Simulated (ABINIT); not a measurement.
**MgO (Fm-3m): G0W0 in ABINIT against the bands in the screening**

Wanted: the cheapest bands in the screening that holds the gap of MgO (Fm-3m).

Method: PBE and many-body steps on it, plane waves, in ABINIT 10.8.3.

### Step 1. The structure

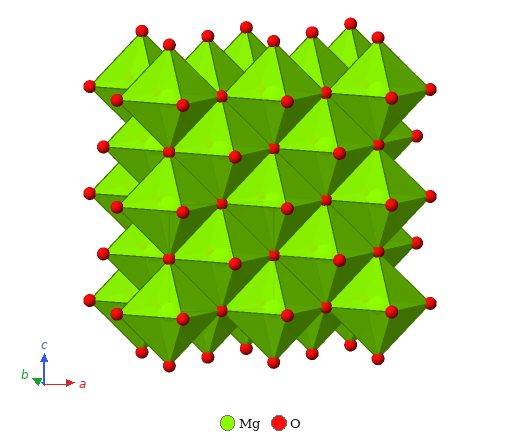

The cell as given, slightly off an axis (magnesium green, oxygen red). 2×1×2 cells are drawn. This picture shows the conventional cell, with its axes. Some periodic images of atoms are drawn too.

The cell and positions are those that the Materials Project relaxed with its own functionals (PBE, PBE+U or r2SCAN), kept fixed.

### Step 2. Screening, 6×6×6 mesh, 16 bands, screening to 261.2 eV

This step: ABINIT 10.8.3; RPA screening on PBE, plane waves, norm-conserving pseudopotentials.

The RPA dielectric matrix is built and inverted for each q.

run.abi reads:

```
acell 3*1.0 Angstrom
rprim 
  -0.000000000000 2.097001392700 2.097001392700
  2.097001392700 0.000000000000 2.097001392700
  2.097001392700 2.097001392700 0.000000000000
ntypat 2
znucl 12 8
natom 2
typat 1 2
xred 
  0.000000000000 0.000000000000 0.000000000000
  0.500000000000 0.500000000000 0.500000000000
pp_dirpath "pseudos"
pseudos "Mg.upf, O.upf"
ecut 38
ngkpt 6 6 6
nshiftk 1
shiftk 0 0 0
kptopt 1
chksymbreak 0
istwfk *1
occopt 1
irdwfk 1
optdriver 3
nband 16
ecuteps 9.6
inclvkb 2
awtr 1
symchi 1
indata_prefix "in"
outdata_prefix "out"
tmpdata_prefix "tmp"
```

The run is started by

```console
$ OMP_NUM_THREADS=1 mpirun -n 8 abinit run.abi > log
```

Log:

```text
.Version 10.8.3 of ABINIT. v10.8.2 released Aug 2026.

 Symmetries : space group Fm -3 m (#225); Bravais cF (face-center cubic)
[... echo of the input left out ...]
== DATASET  1 ==================================================================
-   mpi_nproc: 8, omp_nthreads: 1 (-1 if OMP is not activated)

--- !DatasetInfo
iteration_state: {dtset: 1, }
dimensions: {natom: 2, nkpt: 16, mband: 16, nsppol: 1, nspinor: 1, nspden: 1, mpw: 1411, }
cutoff_energies: {ecut:  38.0, pawecutdg:  -1.0, }
electrons: {nelect:   1.60000000E+01, charge:   0.00000000E+00, occopt:   1.00000000E+00, tsmear:   1.00000000E-02, }

 SCREENING: Calculation of the susceptibility and dielectric matrices

 Based on a program developped by R.W. Godby, V. Olevano, G. Onida, and L. Reining.
 Incorporated in ABINIT by V. Olevano, G.-M. Rignanese, and M. Torrent.
.Using double precision arithmetic ; gwpc =  8

[... cell and pseudopotentials left out ...]
--------------------------------------------------------------------------------

 ==== K-mesh for the wavefunctions ====
 Number of points in the irreducible wedge :    16
[... list of points left out ...]
 Together with 48 symmetry operations and time-reversal symmetry
 yields   216 points in the full Brillouin Zone.

 ==== Q-mesh for the screening function ====
 Number of points in the irreducible wedge :    16
[... list of points left out ...]
 Together with 48 symmetry operations and time-reversal symmetry
 yields   216 points in the full Brillouin Zone.

 setmesh: FFT mesh size selected  =    24x   24x   24
          total number of points  =        13824

 vcoul_init : cutoff-mode = AUXILIARY_FUNCTION
 q-points for optical limit:   1
     1)      0.000010    0.000020    0.000030

- screening: taking advantage of time-reversal symmetry
- Maximum band index for partially occupied states nbvw = 8
- Remaining bands to be divided among processors   nbcw = 8
- Number of bands treated by each node ~1

 Number of electrons calculated from density =   16.0000; Expected =   16.0000
 average of density, n =  0.128557
 r_s =    1.2291
 omega_plasma =   34.5863 [eV]

 calculating chi0 at frequencies [eV] :
  1    0.000000E+00    0.000000E+00
  2    0.000000E+00    3.458631E+01

--------------------------------------------------------------------------------
  q-point number  1        q = ( 0.000000, 0.000000, 0.000000) [r.l.u.]
--------------------------------------------------------------------------------
[... chi0 elements left out ...]
 For q-point:  0.000010 0.000020 0.000030
  dielectric constant =   2.9400
  dielectric constant without local fields =   3.1225

  Average fulfillment of the sum rule on Im[epsilon] for q-point    1 :     11.03  [%]
[... wings left out ...]
  q-point number  2        q = ( 0.166667, 0.000000, 0.000000) [r.l.u.]
--------------------------------------------------------------------------------
[... chi0 elements left out ...]
  Average fulfillment of the sum rule on Im[epsilon] for q-point    2 :     34.44  [%]

 [... 14 further q-points ...]
```

Wall time 3.8 s (8 MPI ranks of Intel Xeon 6975P-C (Granite Rapids), shared host); peak memory 0.95 GiB; 29 s of CPU time.

This step gave:

* ε∞ with local fields, on this mesh, along the program's q direction: 2.94
* the same without local fields: 3.123
* plasma frequency: 34.59 eV
* plane waves in the screening matrix: 169

Local fields lower ε∞ by 6 %.

### Step 3. 16 bands

This step: G0W0 on PBE, plane waves, norm-conserving pseudopotentials.

Changes to run.abi since step 2:

```diff
@@ -23,8 +23,15 @@
 irdwfk 1
-optdriver 3
-nband 16
+optdriver 4
+nband 92
+gwcalctyp 0
+ecutsigx 38
+symsigma 1
+nkptgw 1
+kptgw 
+  0.0000000000 0.0000000000 0.0000000000
+bdgw 
+  6 12
 ecuteps 9.6
-inclvkb 2
-awtr 1
-symchi 1
+irdscr 1
+ppmodel 1
 indata_prefix "in"
```

Log:

```text
.Version 10.8.3 of ABINIT. v10.8.2 released Aug 2026.

 Symmetries : space group Fm -3 m (#225); Bravais cF (face-center cubic)
[... echo of the input left out ...]
== DATASET  1 ==================================================================
-   mpi_nproc: 8, omp_nthreads: 1 (-1 if OMP is not activated)

--- !DatasetInfo
iteration_state: {dtset: 1, }
dimensions: {natom: 2, nkpt: 16, mband: 92, nsppol: 1, nspinor: 1, nspden: 1, mpw: 1411, }
cutoff_energies: {ecut:  38.0, pawecutdg:  -1.0, }
electrons: {nelect:   1.60000000E+01, charge:   0.00000000E+00, occopt:   1.00000000E+00, tsmear:   1.00000000E-02, }

 SIGMA: Calculation of the GW corrections

 Based on a program developped by R.W. Godby, V. Olevano, G. Onida, and L. Reining.
 Incorporated in ABINIT by V. Olevano, G.-M. Rignanese, and M. Torrent.
.Using double precision arithmetic ; gwpc =  8

[... cell and pseudopotentials left out ...]
--------------------------------------------------------------------------------

 ==== K-mesh for the wavefunctions ====
 Number of points in the irreducible wedge :    16
[... list of points left out ...]
 Together with 48 symmetry operations and time-reversal symmetry
 yields   216 points in the full Brillouin Zone.

 ==== Q-mesh for screening function ====
 Number of points in the irreducible wedge :    16
[... list of points left out ...]
 Together with 48 symmetry operations and time-reversal symmetry
 yields   216 points in the full Brillouin Zone.

 vcoul_init : cutoff-mode = AUXILIARY_FUNCTION
 q-points for optical limit:   1
     1)      0.000010    0.000020    0.000030
 setmesh: FFT mesh size selected  =    32x   32x   32
          total number of points  =        32768

 Number of electrons calculated from density =   16.0000; Expected =   16.0000
 average of density, n =  0.128557
 r_s =    1.2291
 omega_plasma =   34.5863 [eV]

 === KS Band Gaps ===
  >>>> For spin  1
   Minimum direct gap =   4.8948 [eV], located at k-point      :   0.0000  0.0000  0.0000
   Fundamental gap    =   4.8948 [eV], Top of valence bands at :   0.0000  0.0000  0.0000
                                       Bottom of conduction at :   0.0000  0.0000  0.0000
 SIGMA fundamental parameters:
 PLASMON POLE MODEL  1
 number of plane-waves for SigmaX                 1411
 number of plane-waves for SigmaC and W            169
 number of plane-waves for wavefunctions          1411
 number of bands                                    92
 number of independent spin polarizations            1
 number of spinorial components                      1
 number of k-points in IBZ                          16
 number of q-points in IBZ                          16
 number of symmetry operations                      48
 number of k-points in BZ                          216
 number of q-points in BZ                          216
 number of frequencies for dSigma/dE                 9
 frequency step for dSigma/dE [eV]                0.25
 number of omega for Sigma on real axis              0
 max omega for Sigma on real axis  [eV]           0.00
 zcut for avoiding poles [eV]                     0.10

 EPSILON^-1 parameters (SCR file):
 dimension of the eps^-1 matrix on file            169
 dimension of the eps^-1 matrix used               169
 number of plane-waves for wavefunctions          1411
 number of bands                                    16
 number of q-points in IBZ                          16
 number of frequencies                               2
 number of real frequencies                          1
 number of imag frequencies                          1

 matrix elements of self-energy operator (all in [eV])

 Perturbative Calculation

--- !SelfEnergy_ee
iteration_state: {dtset: 1, }
kpoint     : [   0.000,    0.000,    0.000, ]
spin       : 1
KS_gap     :    4.895
QP_gap     :    7.408
Delta_QP_KS:    2.513
data: !SigmaeeData |
     Band     E0 <VxcDFT>   SigX SigC(E0)      Z dSigC/dE  Sig(E)    E-E0       E
        6   4.841 -20.153 -25.631   4.156   0.799  -0.252 -21.209  -1.056   3.785
        7   4.841 -20.153 -25.631   4.156   0.799  -0.252 -21.209  -1.056   3.785
        8   4.841 -20.153 -25.631   4.156   0.799  -0.252 -21.209  -1.056   3.785
        9   9.736 -13.562  -8.944  -2.906   0.851  -0.175 -12.105   1.457  11.193
       10  20.877  -9.643  -3.728  -3.943   0.859  -0.164  -7.949   1.695  22.571
       11  20.877  -9.643  -3.728  -3.943   0.859  -0.164  -7.949   1.695  22.571
       12  20.877  -9.643  -3.728  -3.943   0.859  -0.164  -7.949   1.695  22.571

== END DATASET(S) ==============================================================
================================================================================

 -outvars: echo values of variables after computation  --------
           etotal      0.0000000000E+00
            nband          92
             nkpt          16
          spgroup         225
 [... the other variables as echoed above ...]

 Calculation completed.
```

The job ended after 3 s (8 MPI ranks; peak memory 0.16 GiB).

Numbers from this step:

```yaml
g0w0_gap_on_the_points_computed: 7.408 eV
starting_gap_on_the_mesh: 4.895 eV
k_of_the_valence_top: 0, 0, 0
k_of_the_conduction_bottom: 0, 0, 0
z_at_the_valence_top: 0.799
z_at_the_conduction_bottom: 0.851
least_direct_g0w0_gap_on_the_computed_points: 7.408 eV
```

### Step 4. Screening, 6×6×6 mesh, 27 bands, screening to 261.2 eV

This step: RPA screening on PBE, plane waves, norm-conserving pseudopotentials.

Changes to run.abi since step 3:

```diff
@@ -23,15 +23,8 @@
 irdwfk 1
-optdriver 4
-nband 92
-gwcalctyp 0
-ecutsigx 38
-symsigma 1
-nkptgw 1
-kptgw 
-  0.0000000000 0.0000000000 0.0000000000
-bdgw 
-  6 12
+optdriver 3
+nband 27
 ecuteps 9.6
-irdscr 1
-ppmodel 1
+inclvkb 2
+awtr 1
+symchi 1
 indata_prefix "in"
```

Log:

```text
.Version 10.8.3 of ABINIT. v10.8.2 released Aug 2026.

 Symmetries : space group Fm -3 m (#225); Bravais cF (face-center cubic)
[... echo of the input left out ...]
== DATASET  1 ==================================================================
-   mpi_nproc: 8, omp_nthreads: 1 (-1 if OMP is not activated)

--- !DatasetInfo
iteration_state: {dtset: 1, }
dimensions: {natom: 2, nkpt: 16, mband: 27, nsppol: 1, nspinor: 1, nspden: 1, mpw: 1411, }
cutoff_energies: {ecut:  38.0, pawecutdg:  -1.0, }
electrons: {nelect:   1.60000000E+01, charge:   0.00000000E+00, occopt:   1.00000000E+00, tsmear:   1.00000000E-02, }

 SCREENING: Calculation of the susceptibility and dielectric matrices

 Based on a program developped by R.W. Godby, V. Olevano, G. Onida, and L. Reining.
 Incorporated in ABINIT by V. Olevano, G.-M. Rignanese, and M. Torrent.
.Using double precision arithmetic ; gwpc =  8

[... cell and pseudopotentials left out ...]
--------------------------------------------------------------------------------

 ==== K-mesh for the wavefunctions ====
 Number of points in the irreducible wedge :    16
[... list of points left out ...]
 Together with 48 symmetry operations and time-reversal symmetry
 yields   216 points in the full Brillouin Zone.

 ==== Q-mesh for the screening function ====
 Number of points in the irreducible wedge :    16
[... list of points left out ...]
 Together with 48 symmetry operations and time-reversal symmetry
 yields   216 points in the full Brillouin Zone.

 setmesh: FFT mesh size selected  =    24x   24x   24
          total number of points  =        13824

 vcoul_init : cutoff-mode = AUXILIARY_FUNCTION
 q-points for optical limit:   1
     1)      0.000010    0.000020    0.000030

- screening: taking advantage of time-reversal symmetry
- Maximum band index for partially occupied states nbvw = 8
- Remaining bands to be divided among processors   nbcw = 19
- Number of bands treated by each node ~2

 Number of electrons calculated from density =   16.0000; Expected =   16.0000
 average of density, n =  0.128557
 r_s =    1.2291
 omega_plasma =   34.5863 [eV]

 calculating chi0 at frequencies [eV] :
  1    0.000000E+00    0.000000E+00
  2    0.000000E+00    3.458631E+01

--------------------------------------------------------------------------------
  q-point number  1        q = ( 0.000000, 0.000000, 0.000000) [r.l.u.]
--------------------------------------------------------------------------------
[... chi0 elements left out ...]
 For q-point:  0.000010 0.000020 0.000030
  dielectric constant =   2.9835
  dielectric constant without local fields =   3.1982

  Average fulfillment of the sum rule on Im[epsilon] for q-point    1 :     27.21  [%]
[... wings left out ...]
  q-point number  2        q = ( 0.166667, 0.000000, 0.000000) [r.l.u.]
--------------------------------------------------------------------------------
[... chi0 elements left out ...]
  Average fulfillment of the sum rule on Im[epsilon] for q-point    2 :     50.49  [%]

 [... 14 further q-points ...]
```

Run time: 8.9 s. Hardware: 8 MPI ranks; peak memory 0.99 GiB.

Numbers from this step:

```yaml
eps_infinity_with_local_fields_on_this_mesh_along_the_program_s_q_direction: 2.983
the_same_without_local_fields: 3.198
plasma_frequency: 34.59 eV
plane_waves_in_the_screening_matrix: 169
```

### Step 5. 27 bands

The self-energy is evaluated for the states that the input lists, and the levels follow from it, in one-shot runs by the linearised quasiparticle equation.

This step: G0W0 on PBE, plane waves, norm-conserving pseudopotentials.

Changes to run.abi since step 4:

```diff
@@ -23,8 +23,15 @@
 irdwfk 1
-optdriver 3
-nband 27
+optdriver 4
+nband 92
+gwcalctyp 0
+ecutsigx 38
+symsigma 1
+nkptgw 1
+kptgw 
+  0.0000000000 0.0000000000 0.0000000000
+bdgw 
+  6 12
 ecuteps 9.6
-inclvkb 2
-awtr 1
-symchi 1
+irdscr 1
+ppmodel 1
 indata_prefix "in"
```

Log:

```text
.Version 10.8.3 of ABINIT. v10.8.2 released Aug 2026.

 Symmetries : space group Fm -3 m (#225); Bravais cF (face-center cubic)
[... echo of the input left out ...]
== DATASET  1 ==================================================================
-   mpi_nproc: 8, omp_nthreads: 1 (-1 if OMP is not activated)

--- !DatasetInfo
iteration_state: {dtset: 1, }
dimensions: {natom: 2, nkpt: 16, mband: 92, nsppol: 1, nspinor: 1, nspden: 1, mpw: 1411, }
cutoff_energies: {ecut:  38.0, pawecutdg:  -1.0, }
electrons: {nelect:   1.60000000E+01, charge:   0.00000000E+00, occopt:   1.00000000E+00, tsmear:   1.00000000E-02, }

 SIGMA: Calculation of the GW corrections

 Based on a program developped by R.W. Godby, V. Olevano, G. Onida, and L. Reining.
 Incorporated in ABINIT by V. Olevano, G.-M. Rignanese, and M. Torrent.
.Using double precision arithmetic ; gwpc =  8

[... cell and pseudopotentials left out ...]
--------------------------------------------------------------------------------

 ==== K-mesh for the wavefunctions ====
 Number of points in the irreducible wedge :    16
[... list of points left out ...]
 Together with 48 symmetry operations and time-reversal symmetry
 yields   216 points in the full Brillouin Zone.

 ==== Q-mesh for screening function ====
 Number of points in the irreducible wedge :    16
[... list of points left out ...]
 Together with 48 symmetry operations and time-reversal symmetry
 yields   216 points in the full Brillouin Zone.

 vcoul_init : cutoff-mode = AUXILIARY_FUNCTION
 q-points for optical limit:   1
     1)      0.000010    0.000020    0.000030
 setmesh: FFT mesh size selected  =    32x   32x   32
          total number of points  =        32768

 Number of electrons calculated from density =   16.0000; Expected =   16.0000
[...]
number of q-points in BZ                          216
 number of frequencies for dSigma/dE                 9
 frequency step for dSigma/dE [eV]                0.25
 number of omega for Sigma on real axis              0
 max omega for Sigma on real axis  [eV]           0.00
 zcut for avoiding poles [eV]                     0.10

 EPSILON^-1 parameters (SCR file):
 dimension of the eps^-1 matrix on file            169
 dimension of the eps^-1 matrix used               169
 number of plane-waves for wavefunctions          1411
 number of bands                                    27
 number of q-points in IBZ                          16
 number of frequencies                               2
 number of real frequencies                          1
 number of imag frequencies                          1

 matrix elements of self-energy operator (all in [eV])

 Perturbative Calculation

--- !SelfEnergy_ee
iteration_state: {dtset: 1, }
kpoint     : [   0.000,    0.000,    0.000, ]
spin       : 1
KS_gap     :    4.895
QP_gap     :    7.232
Delta_QP_KS:    2.337
data: !SigmaeeData |
     Band     E0 <VxcDFT>   SigX SigC(E0)      Z dSigC/dE  Sig(E)    E-E0       E
        6   4.841 -20.153 -25.631   4.013   0.805  -0.242 -21.333  -1.179   3.662
        7   4.841 -20.153 -25.631   4.013   0.805  -0.242 -21.333  -1.179   3.662
        8   4.841 -20.153 -25.631   4.013   0.805  -0.242 -21.333  -1.179   3.662
        9   9.736 -13.562  -8.944  -3.260   0.853  -0.172 -12.403   1.158  10.894
       10  20.877  -9.643  -3.728  -4.324   0.867  -0.153  -8.263   1.380  22.257
       11  20.877  -9.643  -3.728  -4.324   0.867  -0.153  -8.263   1.380  22.257
       12  20.877  -9.643  -3.728  -4.324   0.867  -0.153  -8.263   1.380  22.257

== END DATASET(S) ==============================================================
================================================================================

 -outvars: echo values of variables after computation  --------
           etotal      0.0000000000E+00
            nband          92
             nkpt          16
          spgroup         225
 [... the other variables as echoed above ...]

 Calculation completed.
```

It took 3.1 s on 8 MPI ranks; peak memory 0.83 GiB; 23 s of CPU time.

Numbers from this step:

```
G0W0 gap on the points computed              : 7.232 eV
starting gap on the mesh                     : 4.895 eV
k of the valence top                         : 0, 0, 0
k of the conduction bottom                   : 0, 0, 0
Z at the valence top                         : 0.805
Z at the conduction bottom                   : 0.853
least direct G0W0 gap on the computed points : 7.232 eV
```

The gap on the mesh goes from 4.89 eV to 7.23 eV, a correction of +2.34 eV.

### Step 6. Screening, 6×6×6 mesh, 92 bands, screening to 261.2 eV

This step: RPA screening on PBE, plane waves, norm-conserving pseudopotentials.

Changes to run.abi since step 5:

```diff
@@ -23,15 +23,8 @@
 irdwfk 1
-optdriver 4
+optdriver 3
 nband 92
-gwcalctyp 0
-ecutsigx 38
-symsigma 1
-nkptgw 1
-kptgw 
-  0.0000000000 0.0000000000 0.0000000000
-bdgw 
-  6 12
 ecuteps 9.6
-irdscr 1
-ppmodel 1
+inclvkb 2
+awtr 1
+symchi 1
 indata_prefix "in"
```

Log:

```text
.Version 10.8.3 of ABINIT. v10.8.2 released Aug 2026.

 Symmetries : space group Fm -3 m (#225); Bravais cF (face-center cubic)
[... echo of the input left out ...]
== DATASET  1 ==================================================================
-   mpi_nproc: 8, omp_nthreads: 1 (-1 if OMP is not activated)

--- !DatasetInfo
iteration_state: {dtset: 1, }
dimensions: {natom: 2, nkpt: 16, mband: 92, nsppol: 1, nspinor: 1, nspden: 1, mpw: 1411, }
cutoff_energies: {ecut:  38.0, pawecutdg:  -1.0, }
[...]
--------------------------------------------------------------------------------
[... chi0 elements left out ...]
 For q-point:  0.000010 0.000020 0.000030
  dielectric constant =   3.0157
  dielectric constant without local fields =   3.2355

  Average fulfillment of the sum rule on Im[epsilon] for q-point    1 :     70.65  [%]
[... wings left out ...]
  q-point number  2        q = ( 0.166667, 0.000000, 0.000000) [r.l.u.]
--------------------------------------------------------------------------------
[... chi0 elements left out ...]
  Average fulfillment of the sum rule on Im[epsilon] for q-point    2 :     85.64  [%]

 [... 14 further q-points ...]
```

The job ended after 27 s (8 MPI ranks; peak memory 1.3 GiB; 3.5 min of CPU time).

This step gave:

- ε∞ with local fields, on this mesh, along the program's q direction: 3.016
- the same without local fields: 3.236
- plasma frequency: 34.59 eV
- plane waves in the screening matrix: 169

[end of part 1 of 2]

[Paths, hosts, dates, memory and timing lines, banners, echoed tables and standing remarks are left out of the program output.]

[Logs are printed without paths, hosts, clocks, repeated set-up lines and the standing remarks that a program may print on its own settings, such as how far it seeks lower states.]

[Runs of the session that timed out or met a known fault of the program may be left out.]

[Hosts, paths, dates, database ids (printed as entryN), source tags and the programs' standing remarks are cut or masked in the printed files.]

[G0W0 gaps are taken among the corrected bands and points alone; a level outside them can change the order at an edge.]

[Where Ansatz stands beside ABINIT at settings called matched, ABINIT's density can come from a denser mesh and the files from another edition; pairs whose starting gaps differed by over 0.03 eV were left out, so agreement reads better than it is.]
